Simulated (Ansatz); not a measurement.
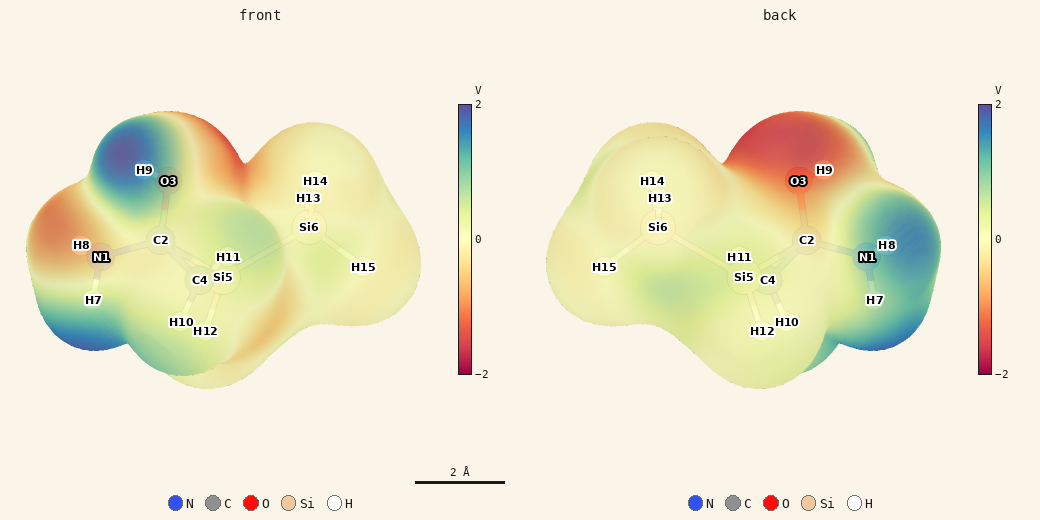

Figure 1: C2H9NOSi2. The electrostatic potential painted on the density surface at 0.002 e/bohr³, seen from the front and from behind; red is negative and blue positive.

Theory: Ansatz, RKS LDA/def2-SVP.

```xyz
15

N     0.9288   -1.5363   -1.5488
C     0.3874   -0.8439   -0.4465
O    -0.4739   -1.6187    0.3057
C     1.3489    0.0326    0.3174
Si   -0.0793    1.0188   -0.4407
Si   -1.6407    1.8470    1.0368
H     1.7983   -1.1330   -1.9121
H     0.2557   -1.6852   -2.3109
H     0.0271   -2.4431    0.5047
H     2.3719    0.1714   -0.0853
H     1.3202   -0.1164    1.4129
H     0.3263    1.7830   -1.6700
H    -3.0156    1.9012    0.4213
H    -1.6648    0.8962    2.2045
H    -1.3052    3.2295    1.5412
```

Which sites attract a positive test charge, and which a negative one?

A positive charge is drawn to the negative regions and a negative charge to the positive ones. The most negative region (about −1.5 V) lies over O3, the most positive (about +1.8 V) over H7 and H9. O3 is the likeliest acceptor of a hydrogen bond.
